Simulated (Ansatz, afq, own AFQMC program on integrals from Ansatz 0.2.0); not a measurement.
# SiH4O (triplet): quantum Monte Carlo beside coupled cluster at distance Si1–H5 along a hydrogen transfer = 1.485 Å, cc-pVTZ

Aim: compute SiH4O (triplet) with auxiliary-field quantum Monte Carlo on the same integrals as coupled cluster, and set the energies side by side.

Method: cc-pVTZ, frozen cores; program: Ansatz 0.2.0, Gaussian basis, and an in-house AFQMC program (afq) on its integrals; all values are calculated.

Plan: CCSD(T) on UHF; PBE (unrestricted); r2SCAN (unrestricted); PBE0 (unrestricted); B3LYP (unrestricted); wB97M-V (unrestricted); B2PLYP (unrestricted); Phaseless AFQMC, CISD trial on UHF; Phaseless AFQMC, single-determinant trial on UHF.

### 1 The system

The geometry derives from fragments relaxed apart (PBE0/def2-TZVP) and kept rigid, so it is no stationary point. A hydrogen atom is moved between rigid fragments.

6 atoms, charge 0, spin multiplicity 3.

Atoms are counted from 1 here; the program's logs count them from 0.

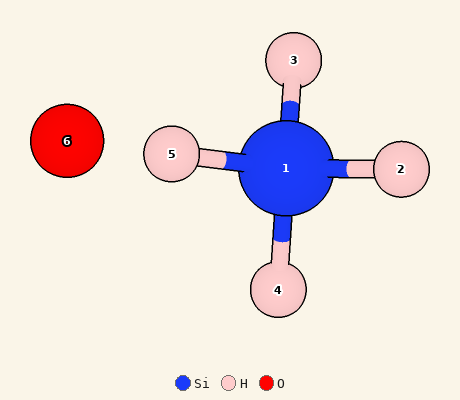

The geometry (silicon blue, hydrogen pink, oxygen red); atoms are numbered from 1 in the order of the file.

As a file:

```xyz
6

Si   -0.9437    0.0000    0.0000
H    -1.4385    1.3997    0.0000
H    -1.4385   -0.6999    1.2122
H    -1.4385   -0.6999   -1.2122
H     0.5409    0.0000    0.0000
O     1.8943    0.0000    0.0000
```

### 2 CCSD(T) on UHF

File in.yaml:

```yaml
crystal:
  periodic: [false, false, false]
  atoms:
    - {symbol: Si, position_ang: [-0.943671, 0.000000, 0.000000]}
    - {symbol: H, position_ang: [-1.438543, 1.399708, 0.000000]}
    - {symbol: H, position_ang: [-1.438542, -0.699854, 1.212183]}
    - {symbol: H, position_ang: [-1.438543, -0.699854, -1.212183]}
    - {symbol: H, position_ang: [0.540944, 0.000000, 0.000000]}
    - {symbol: O, position_ang: [1.894329, 0.000000, 0.000000]}
basis:
  gaussian: {orbitals: cc-pVTZ}
magnetization: {spin_polarized: true, initial_magnetization: 2}
correlation: {method: ccsd_t, electrons: outside_noble_gas, hamiltonian_folder: ham}
```

On the command line:

```bash
ansatz run in.yaml --threads 1 --pin off --events-out ev --progress --plain --max-ram 16896MiB --backend cuda --devices 0, --max-vram 18GiB
```

The log of the run, cut to the lines that bear on the results:

```text
Functional definition: HF
  name "HF"
  cite "Fock, Z. Phys. 61, 126 (1930) doi:10.1007/BF01340294"
  parent pbe
[...]
691 factors; integrals over basis functions are off by at most 1.0e-3 eV
[...]
mean field -9960.22994749 eV, -366.0316992838 hartree, gradient 2.3e-6 eV, S^2 2.025894; 10 other end points of the search recorded, 0 dependent functions left out
determinant -9960.22994749 eV, -366.0316992838 hartree, with singles and doubles -9970.01122126 eV, -366.3911544650 hartree
determinant -9959.04236388 eV, -365.9880563913 hartree, with singles and doubles -9968.55720674 eV, -366.3377204171 hartree
6 core orbitals not correlated: weight in the atoms' cores, before any rotation towards them, 1.000 or more for the frozen orbitals, at most 0.000 for the correlated occupied ones
reference -9960.22994749 eV, -366.0316992838 hartree; 8, 6 occupied and 106, 108 virtual orbitals, 691 factors
second order -8.38065770 eV of doubles, -0.00000000 eV of singles
cycle   1  -9.62431679 eV  change    -1.0e0 eV  update   2.2e-2
[...]
cycle   9  -9.65445645 eV  change    7.7e-6 eV  update   1.1e-5
perturbative correction -0.25565100 eV, -0.0093950011 hartree
Total energy: -9970.14005494 eV, -366.3958890155 hartree
```

It took 3.4 s on 1 × NVIDIA H100 80GB HBM3 with 1 thread of AMD EPYC 7R13 (Zen 3), shared host; peak host memory 0.83 GiB.

From the report: ⟨S²⟩ of the determinant 2.026 (pure triplet: 2.00); correlation -9.9101 eV; T1 0.022; largest double amplitude 0.03.

This run also writes the integrals to the folder ham.

### 3 PBE (unrestricted)

in.yaml, as its differences from that of step 2:

```diff
@@ -12,2 +12,3 @@
 magnetization: {spin_polarized: true, initial_magnetization: 2}
-correlation: {method: ccsd_t, electrons: outside_noble_gas, hamiltonian_folder: ham}
+hamiltonian: {xc: {name: PBE}}
+output: {orbitals: {seedname: orbitals}}
```

On the command line:

```bash
ansatz run in.yaml --threads 1 --pin off --events-out ev --progress --plain --max-ram 5632MiB --backend cpu
```

The log of the run:

```text
Functional definition: PBE
  name "PBE"
  cite "Perdew, Burke & Ernzerhof, Phys. Rev. Lett. 77, 3865 (1996) doi:10.1103/PhysRevLett.77.3865"
  parent pbe
  parameter kappa = 0.804
  parameter beta = 0.06672455060314922
  exchange = pbe_x(kappa = kappa, mu = beta*pi^2/3)
  correlation = pbe_c(beta = beta)
682 factors; their error is unknown
mean field evaluation 1: about -9978.1848 eV, gradient 1.7e1 eV
mean field evaluation 2: about -9977.3296 eV, gradient 2.4e1 eV
mean field evaluation 4: about -9979.4257 eV, gradient 1.7e0 eV
mean field evaluation 8: about -9979.4128 eV, gradient 3.2e-2 eV
mean field evaluation 16: about -9979.4128 eV, gradient 3.2e-5 eV
mean field evaluation 32: about -9979.4128 eV, gradient 6.1e-5 eV
mean field evaluation 64: about -9979.2520 eV, gradient 6.1e0 eV
mean field -9979.41282428 eV, -366.7366570032 hartree, gradient 2.9e-6 eV, S^2 2.004787; 4 other end points of the search recorded, 0 dependent functions left out
reference -9979.41285677 eV, -366.7366581973 hartree; 14, 12 occupied and 106, 108 virtual orbitals, 682 factors
Total energy: -9979.41285677 eV, -366.7366581973 hartree
```

It took 19 s on 1 thread of AMD EPYC 7R13 (Zen 3), shared host; peak memory 0.73 GiB.

From the report: ⟨S²⟩ of the determinant 2.005 (pure triplet: 2.00).

### 4 r2SCAN (unrestricted)

in.yaml, as its differences from that of step 3:

```diff
@@ -12,3 +12,2 @@
 magnetization: {spin_polarized: true, initial_magnetization: 2}
-hamiltonian: {xc: {name: PBE}}
-output: {orbitals: {seedname: orbitals}}
+hamiltonian: {xc: {name: r2SCAN}}
```

The command is unchanged.

The log of the run:

```text
Functional definition: r2SCAN
  name "r2SCAN"
  cite "Furness, Kaplan, Ning, Perdew & Sun, J. Phys. Chem. Lett. 11, 8208 (2020) doi:10.1021/acs.jpclett.0c02405"
  cite "Furness, Kaplan, Ning, Perdew & Sun, J. Phys. Chem. Lett. 11, 9248 (2020) doi:10.1021/acs.jpclett.0c03077"
  parent r2scan
  parameter k0 = 0.174
  parameter k1 = 0.065
  parameter a1 = 4.9479
  exchange = r2scan_x(k0 = k0, k1 = k1, a1 = a1)
  correlation = r2scan_c
682 factors; their error is unknown
mean field evaluation 1: about -9983.3113 eV, gradient 1.5e1 eV
mean field evaluation 2: about -9982.9733 eV, gradient 1.9e1 eV
mean field evaluation 4: about -9984.2433 eV, gradient 1.5e0 eV
mean field evaluation 8: about -9984.2277 eV, gradient 3.9e-2 eV
mean field evaluation 16: about -9984.2277 eV, gradient 7.7e-5 eV
mean field evaluation 32: about -9984.2262 eV, gradient 4.5e-1 eV
mean field -9984.22767164 eV, -366.9135993800 hartree, gradient 2.9e-6 eV, S^2 2.009968; 1 other end points of the search recorded, 0 dependent functions left out
reference -9984.22768261 eV, -366.9135997834 hartree; 14, 12 occupied and 106, 108 virtual orbitals, 682 factors
Total energy: -9984.22768261 eV, -366.9135997834 hartree
```

Run time: 26 s. Hardware: 1 thread of AMD EPYC 7R13 (Zen 3), shared host; peak memory 1.7 GiB.

From the report: ⟨S²⟩ of the determinant 2.010 (pure triplet: 2.00).

### 5 PBE0 (unrestricted)

in.yaml, as its differences from that of step 4:

```diff
@@ -12,2 +12,3 @@
 magnetization: {spin_polarized: true, initial_magnetization: 2}
-hamiltonian: {xc: {name: r2SCAN}}
+hamiltonian: {xc: {name: PBE0}}
+output: {orbitals: {seedname: orbitals}}
```

Launched as before.

The log of the run:

```text
Functional definition: PBE0
  name "PBE0"
  cite "Adamo & Barone, J. Chem. Phys. 110, 6158 (1999) doi:10.1063/1.478522"
  cite "Perdew, Burke & Ernzerhof, Phys. Rev. Lett. 77, 3865 (1996) doi:10.1103/PhysRevLett.77.3865"
  parent pbe
  parameter a = 0.25
  parameter kappa = 0.804
  parameter beta = 0.06672455060314922
  exchange = (1 - a)*pbe_x(kappa = kappa, mu = beta*pi^2/3) + a*exact_x
  correlation = pbe_c(beta = beta)
691 factors; their error is unknown
mean field evaluation 1: about -9979.5324 eV, gradient 1.3e1 eV
mean field evaluation 2: about -9979.4235 eV, gradient 1.5e1 eV
mean field evaluation 4: about -9980.2808 eV, gradient 8.0e-1 eV
mean field evaluation 8: about -9980.3154 eV, gradient 1.4e-1 eV
mean field evaluation 16: about -9980.3155 eV, gradient 1.8e-5 eV
mean field evaluation 32: about -9980.3155 eV, gradient 4.7e-2 eV
mean field -9980.31547503 eV, -366.7698288067 hartree, gradient 9.8e-6 eV, S^2 2.009095; 3 other end points of the search recorded, 0 dependent functions left out
reference -9980.31549963 eV, -366.7698297106 hartree; 14, 12 occupied and 106, 108 virtual orbitals, 691 factors
Total energy: -9980.31549963 eV, -366.7698297106 hartree
```

It took 19 s on 1 thread of AMD EPYC 7R13 (Zen 3), shared host; peak memory 1.8 GiB.

From the report: ⟨S²⟩ of the determinant 2.009 (pure triplet: 2.00).

### 6 B3LYP (unrestricted)

in.yaml, as its differences from that of step 5:

```diff
@@ -12,3 +12,2 @@
 magnetization: {spin_polarized: true, initial_magnetization: 2}
-hamiltonian: {xc: {name: PBE0}}
-output: {orbitals: {seedname: orbitals}}
+hamiltonian: {xc: {name: B3LYP}}
```

The command is unchanged.

The log of the run, cut to the lines that bear on the results:

```text
Functional definition: B3LYP
  name "B3LYP"
  cite "Stephens, Devlin, Chabalowski & Frisch, J. Phys. Chem. 98, 11623 (1994) doi:10.1021/j100096a001"
  cite "Becke, Phys. Rev. A 38, 3098 (1988) doi:10.1103/PhysRevA.38.3098"
  cite "Lee, Yang & Parr, Phys. Rev. B 37, 785 (1988) doi:10.1103/PhysRevB.37.785"
  cite "Vosko, Wilk & Nusair, Can. J. Phys. 58, 1200 (1980) doi:10.1139/p80-159"
[...]
691 factors; their error is unknown
[...]
mean field -9986.79000892 eV, -367.0077635386 hartree, gradient 7.7e-6 eV, S^2 2.007477; 3 other end points of the search recorded, 0 dependent functions left out
reference -9986.79022105 eV, -367.0077713340 hartree; 14, 12 occupied and 106, 108 virtual orbitals, 691 factors
Total energy: -9986.79022105 eV, -367.0077713340 hartree
```

Run time: 12 s. Hardware: 1 thread of AMD EPYC 7R13 (Zen 3), shared host; peak memory 1.8 GiB.

From the report: ⟨S²⟩ of the determinant 2.007 (pure triplet: 2.00).

### 7 wB97M-V (unrestricted)

in.yaml, as its differences from that of step 6:

```diff
@@ -12,2 +12,3 @@
 magnetization: {spin_polarized: true, initial_magnetization: 2}
-hamiltonian: {xc: {name: B3LYP}}
+hamiltonian: {xc: {name: wB97M-V}}
+output: {orbitals: {seedname: orbitals}}
```

Launched as before.

The log of the run, cut to the lines that bear on the results:

```text
Functional definition: wB97M-V
  name "wB97M-V"
  cite "Mardirossian & Head-Gordon, J. Chem. Phys. 144, 214110 (2016) doi:10.1063/1.4952647"
  cite "Becke, J. Chem. Phys. 107, 8554 (1997) doi:10.1063/1.475007"
  cite "Vydrov & Van Voorhis, J. Chem. Phys. 133, 244103 (2010) doi:10.1063/1.3521275"
  # Of w^i u^j: cxij and so on, Table III.
[...]
  gx(w, u) = 1 - cx + cx01*u + cx10*w
  gss(w, u) = css00 + css04*u^4 + css10*w + css20*w^2 + css43*w^4*u^3
  gos(w, u) = cos00 + cos10*w + (cos20 + cos21*u)*w^2 + (cos60 + cos61*u)*w^6
[...]
      + integral(e_c_pw_mod_opposite_spin*gos(b97_w_opposite, b97_u_opposite)) + vv10(b, c)
691 factors; their error is unknown
163 factors; integrals over basis functions are off by at most 2.4e-5 eV
[...]
mean field -9984.20028735 eV, -366.9125930262 hartree, gradient 6.9e-6 eV, S^2 2.008514; 3 other end points of the search recorded, 0 dependent functions left out
reference -9984.20032620 eV, -366.9125944539 hartree; 14, 12 occupied and 106, 108 virtual orbitals, 691 factors
Total energy: -9984.20032620 eV, -366.9125944539 hartree
```

Run time: 45 s. Hardware: 1 thread of AMD EPYC 7R13 (Zen 3), shared host; peak memory 1.8 GiB.

From the report: ⟨S²⟩ of the determinant 2.009 (pure triplet: 2.00).

### 8 B2PLYP (unrestricted)

in.yaml, as its differences from that of step 7:

```diff
@@ -12,3 +12,3 @@
 magnetization: {spin_polarized: true, initial_magnetization: 2}
-hamiltonian: {xc: {name: wB97M-V}}
-output: {orbitals: {seedname: orbitals}}
+hamiltonian: {xc: {name: B2PLYP}}
+correlation: {electrons: outside_noble_gas}
```

The command is unchanged.

The log of the run, cut to the lines that bear on the results:

```text
Functional definition: B2PLYP
  name "B2PLYP"
  cite "Grimme, J. Chem. Phys. 124, 034108 (2006) doi:10.1063/1.2148954"
  cite "Becke, Phys. Rev. A 38, 3098 (1988) doi:10.1103/PhysRevA.38.3098"
  cite "Lee, Yang & Parr, Phys. Rev. B 37, 785 (1988) doi:10.1103/PhysRevB.37.785"
[...]
691 factors; integrals over basis functions are off by at most 1.0e-3 eV
[...]
mean field -9978.35953722 eV, -366.6979494179 hartree, gradient 7.8e-6 eV, S^2 2.014834; 4 other end points of the search recorded, 0 dependent functions left out
6 core orbitals not correlated: weight in the atoms' cores, before any rotation towards them, 1.000 or more for the frozen orbitals, at most 0.000 for the correlated occupied ones
reference -9978.35967270 eV, -366.6979543967 hartree; 8, 6 occupied and 106, 108 virtual orbitals, 691 factors
second order -10.33722924 eV of doubles, -0.00000000 eV of singles
Total energy: -9981.15072460 eV, -366.8005236620 hartree
```

Run time: 57 s. Hardware: 1 thread of AMD EPYC 7R13 (Zen 3), shared host; peak memory 1.8 GiB.

From the report: ⟨S²⟩ of the determinant 2.015 (pure triplet: 2.00).

### 9 Phaseless AFQMC, CISD trial on UHF

It reads the integrals that the CCSD(T) run on this determinant wrote.

On the command line:

```bash
afq ham --method phaseless --trial cisd --walkers 600 --populations 10 --least-time 60 --time-step 0.005 --steps-per-block 50 --equilibration-blocks 28 --max-blocks 4000 --target-error 0.00022 --factor-cut 1e-05 --start spin_pure --seed 4577 --release-times 0.24,0.51,0.99,1.62,2.4 --release-step 0.03 --release-every 3 --taylor-order 6
```

The log of the run:

```text
orbitals 114  electrons 8 6  factors 686 of 691
reference energy -366.03169928 Eh
CCSD correlation -0.35479491 Eh in 11 cycles, weight of the determinant in the CISD state 0.8664
energy of the start -366.385530 Eh
 block  time / (1/Eh)  mean weight  energy / Eh
     1     0.250  1.0013  -366.381504
     2     0.500  1.0001  -366.386153
     3     0.750  0.9996  -366.388764
     4     1.000  0.9999  -366.390796
     5     1.250  1.0007  -366.391852
     6     1.500  0.9989  -366.394530
     7     1.750  1.0002  -366.395187
     8     2.000  0.9994  -366.395719
     9     2.250  1.0009  -366.396383
    10     2.500  1.0001  -366.396807
    11     2.750  0.9994  -366.396062
    16     4.000  1.0012  -366.396327
    21     5.250  0.9975  -366.397989
    26     6.500  1.0001  -366.397288
    31     7.750  0.9990  -366.396021
    36     9.000  0.9999  -366.397733
    41    10.250  0.9999  -366.394451
    46    11.500  0.9997  -366.396667
    51    12.750  1.0013  -366.399592
    56    14.000  1.0001  -366.397120
    61    15.250  0.9995  -366.397599
    66    16.500  1.0002  -366.396832
    71    17.750  0.9987  -366.397264
    76    19.000  1.0007  -366.395972
    81    20.250  1.0010  -366.397095
    86    21.500  0.9993  -366.395044
    91    22.750  1.0008  -366.393912
    96    24.000  1.0010  -366.395877
   101    25.250  0.9991  -366.396367
   106    26.500  0.9992  -366.399566
   111    27.750  1.0001  -366.399529
   116    29.000  1.0002  -366.395698
   121    30.250  1.0012  -366.395527
   126    31.500  1.0001  -366.395992
   131    32.750  1.0003  -366.398824
   136    34.000  1.0017  -366.397118
   141    35.250  1.0002  -366.397200
   146    36.500  1.0003  -366.398157
   151    37.750  0.9993  -366.396331
   156    39.000  1.0010  -366.397723
   161    40.250  0.9995  -366.395467
   166    41.500  0.9997  -366.395406
   171    42.750  0.9988  -366.397813
   176    44.000  1.0000  -366.396275
   181    45.250  1.0002  -366.396318
   186    46.500  0.9998  -366.394941
   191    47.750  0.9992  -366.395035
   196    49.000  1.0013  -366.395660
   201    50.250  1.0001  -366.397557
   206    51.500  0.9977  -366.395424
error from the spread of 10 populations
released: time / (1/Eh)  energy / Eh  error  mean overlap
  0.24  -366.397273  0.000131  0.9948
  0.51  -366.397385  0.000174  0.9915
  0.99  -366.397408  0.000242  0.9805
  1.62  -366.397267  0.000305  0.9830
  2.40  -366.397182  0.000458  0.9730
energy -366.396898 +/- 0.000133 Eh
```

Wall time 2.9 min (1 × NVIDIA H100 80GB HBM3 with 2 threads of AMD EPYC 7R13 (Zen 3), shared host); peak host memory 1.8 GiB.

Energy -9970.1675 ± 0.0036 eV. Caveats: constraint bias not in the error.

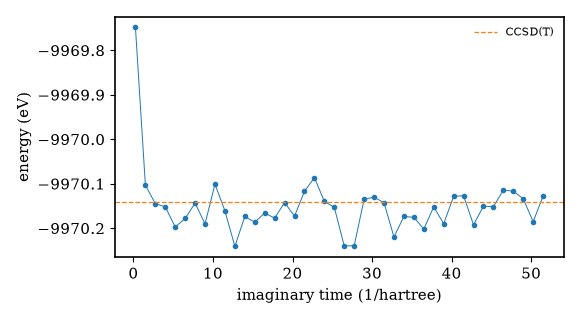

Block energies along the walk.

### 10 Phaseless AFQMC, single-determinant trial on UHF

It reads the integrals that the CCSD(T) run on this determinant wrote.

On the command line:

```bash
afq ham --method phaseless --trial hf --walkers 600 --populations 10 --least-time 40 --time-step 0.005 --steps-per-block 20 --equilibration-blocks 112 --max-blocks 4000 --target-error 0.0011 --factor-cut 1e-05 --start spin_pure --seed 9951 --taylor-order 6
```

The log of the run:

```text
orbitals 114  electrons 8 6  factors 686 of 691
reference energy -366.03169928 Eh
CCSD correlation -0.35479491 Eh in 11 cycles, weight of the determinant in the CISD state 0.8664
energy of the start -366.032346 Eh
 block  time / (1/Eh)  mean weight  energy / Eh
     1     0.100  1.0027  -366.147803
     2     0.200  1.0039  -366.218806
     3     0.300  1.0022  -366.258693
     4     0.400  1.0031  -366.290402
     5     0.500  1.0019  -366.306620
     6     0.600  1.0018  -366.334716
     7     0.700  0.9999  -366.348309
     8     0.800  1.0001  -366.342294
     9     0.900  0.9998  -366.352226
    10     1.000  1.0014  -366.368733
    14     1.400  1.0000  -366.373069
    27     2.700  1.0007  -366.395957
    40     4.000  1.0004  -366.395211
    53     5.300  1.0007  -366.400659
    66     6.600  1.0001  -366.414642
    79     7.900  1.0003  -366.391589
    92     9.200  0.9989  -366.373235
   105    10.500  0.9998  -366.380233
   118    11.800  0.9989  -366.400065
   131    13.100  0.9982  -366.397618
   144    14.400  1.0008  -366.396925
   157    15.700  1.0001  -366.398780
   170    17.000  1.0009  -366.392999
   183    18.300  0.9997  -366.392115
   196    19.600  0.9993  -366.390084
   209    20.900  1.0005  -366.394095
   222    22.200  1.0014  -366.395769
   235    23.500  1.0005  -366.399379
   248    24.800  1.0009  -366.407828
   261    26.100  0.9997  -366.379226
   274    27.400  1.0013  -366.401628
   287    28.700  1.0001  -366.397380
   300    30.000  1.0003  -366.392339
   313    31.300  0.9984  -366.397069
   326    32.600  0.9996  -366.402270
   339    33.900  0.9994  -366.394760
   352    35.200  1.0000  -366.397672
   365    36.500  0.9998  -366.403780
   378    37.800  1.0007  -366.391239
   391    39.100  1.0000  -366.390357
   404    40.400  0.9979  -366.396317
   417    41.700  0.9995  -366.387414
   430    43.000  0.9966  -366.398769
   443    44.300  0.9995  -366.402239
   456    45.600  1.0015  -366.401262
   469    46.900  1.0004  -366.389029
   482    48.200  1.0009  -366.386903
   495    49.500  1.0009  -366.392001
   508    50.800  0.9991  -366.391820
   521    52.100  1.0009  -366.388061
   534    53.400  1.0006  -366.391649
error from the spread of 10 populations
energy -366.394936 +/- 0.001068 Eh
```

It took 70 s on 1 × NVIDIA H100 80GB HBM3 with 2 threads of AMD EPYC 7R13 (Zen 3), shared host; peak host memory 1.9 GiB.

Energy -9970.1141 ± 0.0291 eV. Caveats: constraint bias not in the error.

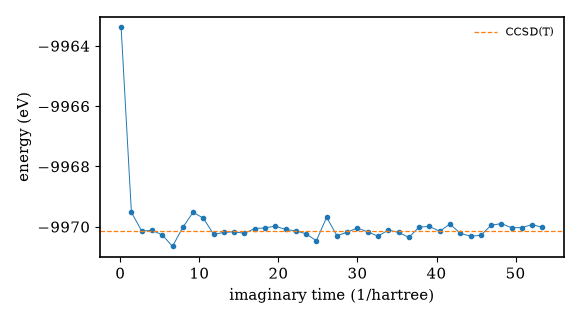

Block energies along the walk.

### 11 All levels side by side

On the UHF determinant, counted from CCSD(T) (a yardstick, not exact):

```tsv
level	energy (eV)	from CCSD(T) (kcal/mol)	statistical error (kcal/mol)	time
HF	-9960.2299	+228.53		
MP2	-9968.6106	+35.27		
CCSD	-9969.8844	+5.90		
CCSD(T)	-9970.1401	0.00		
Phaseless AFQMC, CISD trial, step 0.005, 600 walkers	-9970.1675	-0.63	0.08	2.9 min
Phaseless AFQMC, single-determinant trial, step 0.005, 600 walkers	-9970.1141	+0.60	0.67	70 s
```

The functionals' totals stand on their own zeros and serve differences with other points: PBE -9979.413 eV; r2SCAN -9984.228 eV; PBE0 -9980.315 eV; B3LYP -9986.790 eV; wB97M-V -9984.200 eV; B2PLYP -9981.151 eV.

### 12 What came out

| quantity | value |
| --- | --- |
| Phaseless AFQMC, CISD trial on UHF from CCSD(T) | -0.63 ± 0.08 kcal/mol |
| Phaseless AFQMC, single-determinant trial on UHF from CCSD(T) | +0.60 ± 0.67 kcal/mol |

**Reading.** On UHF the phaseless walk with the CISD trial lies -0.63 kcal/mol from CCSD(T), 8 times its error bar. Error bars are statistical and leave out the constraint, the time step and what remains of the start.
